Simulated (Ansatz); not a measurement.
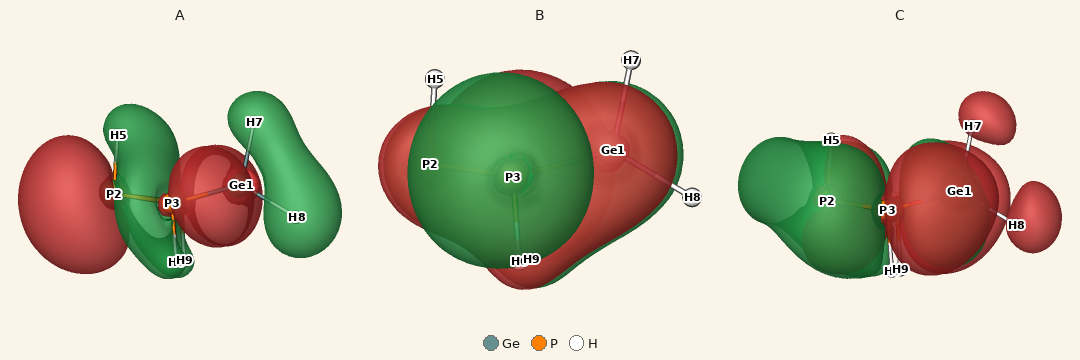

The picture shows: GeH₅P₃. Three frontier orbitals at ±0.05 Å⁻³ᐟ² (green and red are the two phases), in no order.

Geometry: BLYP-D3(BJ)/def2-SVP.

Computed with isolated molecule in a Gaussian basis; Kohn-Sham density functional theory, functional PBE0 (Ansatz).

```csv
atom,x (Å),y (Å),z (Å)
Ge,-0.0523,-0.5936,-1.0028
P,-2.7493,0.8723,-1.5759
P,-2.2134,-0.7458,-0.0002
P,-0.8845,0.5571,-2.9218
H,-2.1125,1.9209,-0.8187
H,-2.6138,-1.7981,-0.9021
H,0.8016,0.4065,-0.1685
H,0.7602,-1.9105,-1.2205
H,-1.4470,-0.6543,-3.4672
```

Which picture is the HOMO−1, the HOMO and the LUMO?

Answer. A is the HOMO−1 (−7.04 eV). It lies mainly on P2 (about 50 %), P3 (about 15 %), P4 (about 15 %) and Ge1 (about 10 %). B is the HOMO (−6.70 eV). It lies mainly on P4 (about 40 %), P3 (about 40 %), Ge1 (about 10 %) and P2 (about 5 %). C is the LUMO (−1.54 eV). By Hirshfeld shares it lies mainly on P4 (about 25 %), P3 (about 25 %), P2 (about 25 %) and Ge1 (about 15 %).

What is the HOMO–LUMO gap?

Answer. 5.16 eV between the orbital energies.
